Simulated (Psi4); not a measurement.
# [SiH3]+ (SMILES [SiH3+]), step by step

Wanted: a geometry optimisation (PBE/def2-SVP), then vibrational wavenumbers, then the energy (FNO-CCSD(T)/cc-pVTZ) of [SiH3]+. 

The calculation is run with Psi4 1.11.

### 1 The system as given

The species is [SiH3]+ (4 atoms), meant as a singlet with charge +1. SMILES: `[SiH3+]`. The shape is that of a PBE0-D4/def2-TZVP optimisation. The run starts from this shape.

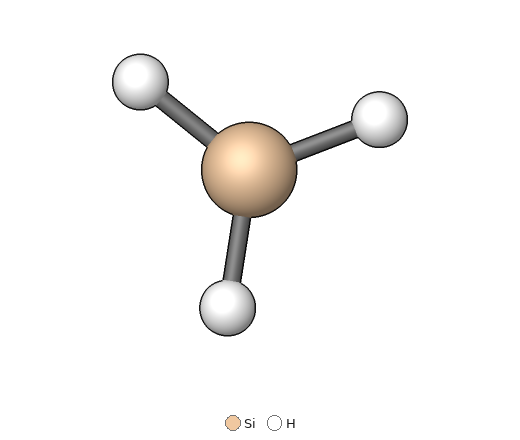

The structure, seen from a chosen angle (silicon light orange, hydrogen white).

### 2 A geometry optimisation at PBE/def2-SVP (density fitting) (run 1)

Input file calc.inp:

```
memory 1600 MB

molecule {
  1 1
  Si     0.000000     0.000000     0.000000
  H      0.686900     0.675400     1.113000
  H     -0.118400    -1.467200    -0.009900
  H     -0.568500     0.791700    -1.103100
  units angstrom
}

set globals {
  geom_maxiter 60
}

opt("pbe/def2-SVP")
```

The run is started by

```sh
$ psi4 -n 1 calc.inp calc.out
```

calc.out:

```text
[...]
  Running in c1 symmetry.
[...]
  Nuclear repulsion =   15.721450087033412
[...]
  Multiplicity = 1
[...]
  Nalpha       = 8
  Nbeta        = 8
[...]
    Number of basis functions: 33
[...]
   @DF-RKS iter   1:  -290.66305486081552    1.78656e-02   3.10044e-03 ADIIS/DIIS
[...]
   @DF-RKS iter   4:  -290.67181997263833   -9.66338e-13   3.95728e-09 DIIS
[...]
  @DF-RKS Final Energy:  -290.67181997263833
   => Energetics <=
    Nuclear Repulsion Energy =             15.5154440677751602
    One-Electron Energy =                -427.9967948601065473
    Two-Electron Energy =                 143.3291682788587309
    DFT Exchange-Correlation Energy =     -21.5196374591656827
    Empirical Dispersion Energy =           0.0000000000000000
    VV10 Nonlocal Energy =                  0.0000000000000000
    Total Energy =                       -290.6718199726383318
[...]
  -Total Gradient:
     Atom            X                  Y                   Z
    ------   -----------------  -----------------  -----------------
       1        0.000002013178     0.000000949783    -0.000001306896
       2       -0.000000446154     0.000000948238     0.000000659001
       3       -0.000000325954    -0.000000212749     0.000001027195
       4       -0.000001148316    -0.000000091501    -0.000000430481
[...]
    Final optimized geometry and variables:
    Molecular point group: c1
    Full point group: C1
    Geometry (in Angstrom), charge = 1, multiplicity = 1:
    SI           0.000001551154     0.000000746999    -0.000001007851
    H            0.696000327319     0.684414725520     1.127774581490
    H           -0.119992993530    -1.486675832970    -0.010030705105
    H           -0.576050393382     0.802240370982    -1.117715898731
    Psi4 run time: 0:00:09.34
[...]
```

On the terminal:

```text
Optimizer: Optimization complete!
```

Wall time 11 s (1 thread of Intel Xeon Platinum 8375C at 2.90GHz (Ice Lake), shared host); peak memory 0.31 GiB.

The path in brief:

```tsv
step	energy from the first frame kept (eV)	largest force (eV/Å)
0	0.0000	0.3661
1	-0.0105	0.0198
2	-0.0106	0.0025
3	-0.0104	0.0458
4	-0.0106	0.0001
```

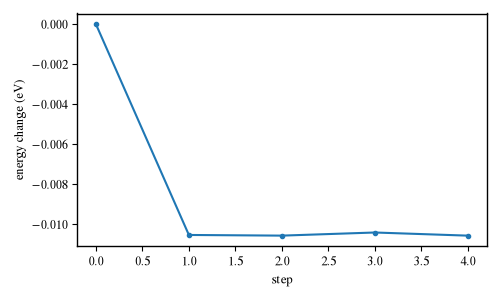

Energy along the run.

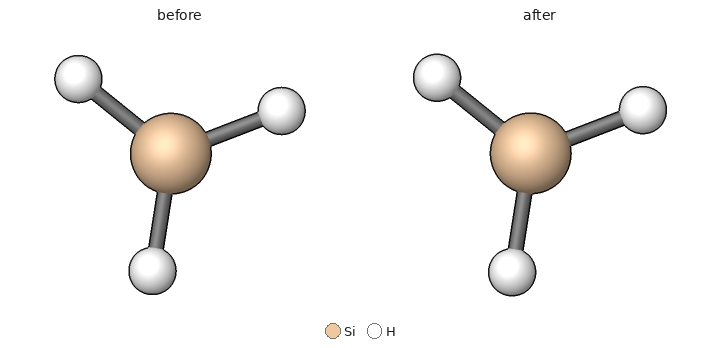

Before and after, at one scale.

After the run. Bond lengths: Si1–H2 1.492 Å, Si1–H3 1.492 Å, Si1–H4 1.492 Å. Angles: H2–Si1–H3 120.0°, H2–Si1–H4 120.0°, H3–Si1–H4 120.0°.

### 3 Vibrational wavenumbers at PBE/def2-SVP (density fitting) (run 2)

Input file input.inp:

```
memory 1600 mb

molecule {
  1 1
  Si     0.000002    -0.000003    -0.000001
  H      0.696000     0.684411     1.127775
  H     -0.119993    -1.486679    -0.010031
  H     -0.576050     0.802237    -1.117716
  units angstrom
  symmetry c1
}

set globals {
  basis def2-SVP
  reference rks
  t 298.15
  rotational_symmetry_number 6
}

result, w = frequency('pbe', return_wfn=True)
```

The run is started by

```sh
$ psi4 input.inp input.out -n 1
```

input.out:

```text
[...]
  Running in c1 symmetry.
[...]
  Nuclear repulsion =   15.515445024077966
[...]
  Multiplicity = 1
[...]
  Nalpha       = 8
  Nbeta        = 8
[...]
    Number of basis functions: 33
[...]
   @DF-RKS iter   1:  -290.66399700703272    5.97642e-03   2.98918e-03 ADIIS/DIIS
[...]
   @DF-RKS iter   8:  -290.67181937973032   -1.70530e-12   4.47559e-10 DIIS
[...]
  @DF-RKS Final Energy:  -290.67181937973032
   => Energetics <=
    Nuclear Repulsion Energy =             15.5106447745958214
    One-Electron Energy =                -427.9875280561629438
    Two-Electron Energy =                 143.3243689180072806
    DFT Exchange-Correlation Energy =     -21.5193050161704988
    Empirical Dispersion Energy =           0.0000000000000000
    VV10 Nonlocal Energy =                  0.0000000000000000
    Total Energy =                       -290.6718193797303229
[...]
  -Total Gradient:
     Atom            X                  Y                   Z
    ------   -----------------  -----------------  -----------------
       1        0.000164342500    -0.000229580718     0.000314695795
       2        0.000005973093    -0.000044821354     0.000018178159
       3        0.000023154345     0.000007152143     0.000041244600
       4       -0.000192615074     0.000266041246    -0.000372453840
[...]
  ==> Harmonic Vibrational Analysis <==
[...]
  Freq [cm^-1]                 805.5892            889.6619            890.0210
[...]
  IR activ [km/mol]            47.4703             53.1891             53.1772
[...]
  Freq [cm^-1]                2198.0386           2284.2631           2284.3096
[...]
  IR activ [km/mol]             0.0000              1.0450              1.0439
[...]
  Total E_0, Enthalpy at 0 [K]                                                         -290.65051483 [Eh]
[...]
```

It took 45 s on 1 thread of Intel Xeon Platinum 8375C at 2.90GHz (Ice Lake), shared host; peak memory 0.3 GiB.

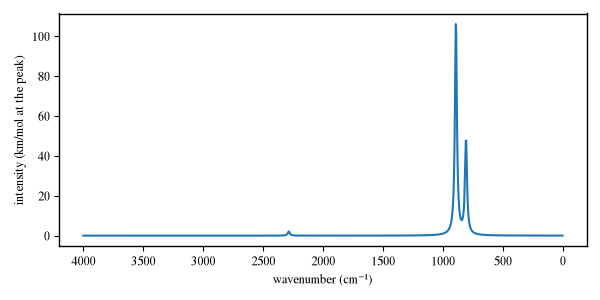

Harmonic infrared spectrum, unscaled, lines broadened by 10 cm⁻¹.

### 4 A single-point energy at FNO-CCSD(T)/cc-pVTZ (run 3)

Input file calc.in:

```
memory 1600 MB

molecule system {
  1 1
  Si     0.000002    -0.000003    -0.000001
  H      0.696000     0.684411     1.127775
  H     -0.119993    -1.486679    -0.010031
  H     -0.576050     0.802237    -1.117716
  symmetry c1
}

set scf_type pk
set freeze_core true

e, wfn = energy('fno-ccsd(t)/cc-pVTZ', return_wfn=True)
print_variables()
```

The run is started by

```sh
$ psi4 calc.in calc.out -n 1
```

calc.out:

```text
[...]
  Running in c1 symmetry.
[...]
  Nuclear repulsion =   15.515445024077966
[...]
  Multiplicity = 1
[...]
  Nalpha       = 8
  Nbeta        = 8
[...]
    Number of basis functions: 76
[...]
   @RHF iter   1:  -290.32665437094005   -2.31874e-01   2.30076e-03 ADIIS/DIIS
[...]
   @RHF iter   8:  -290.36062704881004   -1.69393e-11   3.24860e-09 DIIS
[...]
  @RHF Final Energy:  -290.36062704881004
   => Energetics <=
    Nuclear Repulsion Energy =             15.5154450240779660
    One-Electron Energy =                -428.0997310568149032
    Two-Electron Energy =                 122.2236589839269101
    Total Energy =                       -290.3606270488100449
[...]
 Multipole Moments:
 ------------------------------------------------------------------------------------
     Multipole            Electronic (a.u.)      Nuclear  (a.u.)        Total (a.u.)
 ------------------------------------------------------------------------------------
 L = 1.  Multiply by 2.5417464519 to convert [e a0] to [Debye]
 Dipole X            :          0.0000575           -0.0000414            0.0000160
 Dipole Y            :          0.0000295           -0.0000186            0.0000109
 Dipole Z            :         -0.0000362            0.0000262           -0.0000100
 Magnitude           :                                                    0.0000219
[...]
      * MP2 total energy:                   -290.463554449752
[...]
      * MP2 total energy:                   -290.463554449752
[...]
      * MP3 total energy:                   -290.482782331461
[...]
      * CCSD total energy:                  -290.488001518697
[...]
      * CCSD(T) total energy                -290.490265461406
[...]
```

Wall time 9.6 s (1 thread of Intel Xeon Platinum 8375C at 2.90GHz (Ice Lake), shared host); peak memory 0.44 GiB.

### 5 Summary of results

| quantity | value |
| --- | --- |
| run 1, PBE/def2-SVP: total energy at the end | -290.67182 Eh |
| run 1, PBE/def2-SVP: HOMO energy | -16.26 eV |
| run 1, PBE/def2-SVP: LUMO energy | -11.29 eV |
| run 1, PBE/def2-SVP: HOMO–LUMO gap | 4.97 eV |
| run 2, PBE/def2-SVP: lowest harmonic wavenumber | 806 cm⁻¹ |
| run 2, PBE/def2-SVP: highest harmonic wavenumber | 2284 cm⁻¹ |
| run 2, PBE/def2-SVP: zero-point energy | 55.9 kJ/mol |
| run 2, PBE/def2-SVP: ideal-gas entropy at 298.15 K (symmetry number 6 as used) | 49.1 cal/(mol K) |
| run 3, FNO-CCSD(T)/cc-pVTZ: total energy | -290.49027 Eh |
| run 3, FNO-CCSD(T)/cc-pVTZ: HOMO energy (Hartree–Fock orbitals) | -20.94 eV |
| run 3, FNO-CCSD(T)/cc-pVTZ: LUMO energy (Hartree–Fock orbitals) | -6.64 eV |
| run 3, FNO-CCSD(T)/cc-pVTZ: HOMO–LUMO gap (Hartree–Fock orbitals) | 14.30 eV |
| run 3, FNO-CCSD(T)/cc-pVTZ: correlation energy (5 core orbitals frozen) | -129.6 mEh |
| run 3, FNO-CCSD(T)/cc-pVTZ: (T) correction | -2.26 mEh |
| run 3, FNO-CCSD(T)/cc-pVTZ: T1 diagnostic | 0.009 |

The optimisation (run 1, PBE/def2-SVP) took 5 steps and changed the energy by -0.011 eV. All 6 modes (run 2, PBE/def2-SVP) are real, so the shape is a minimum at this level. The triples (run 3, FNO-CCSD(T)/cc-pVTZ) make up 1.7 % of the correlation energy.
